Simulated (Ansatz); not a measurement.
The relaxed structure here is a generated cell of PbS: the first start was made by placing the elements on the sites of a structure type, and the end was not matched to a known phase here, so it may be hypothetical. Known forms of PbS include space group No. 225.

One stationary structure of PbS. These are r2SCAN (plane waves to 500 eV, PAW, scalar-relativistic; Ansatz, an electronic-structure program) values and carry that method's errors.

P6₃/mmc (No. 194), hP4, NiAs type; a = b = 4.1226 Å, c = 7.3320 Å, α = β = 90.00°, γ = 120.00°.

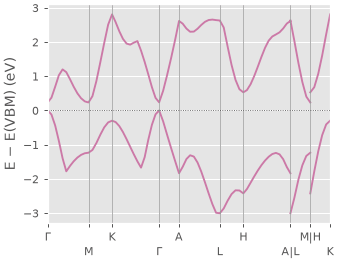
Figure: Highest filled and lowest empty band along the path of this cell's Brillouin zone

**Question.** Read off the gap and say whether it is direct.

**Answer.** 0.23 eV, direct (no spin-orbit coupling).

**Question.** How far does the top valence band disperse along this path?

**Answer.** About 3.0 eV.

No spin polarisation in the result. Spin-orbit coupling is missing; with elements this heavy it can move band edges by tenths of an eV or more.

The run could not lose the symmetry of its start, so the end can be a saddle point.

All atoms sit on sites fixed by symmetry, so only the cell could relax.
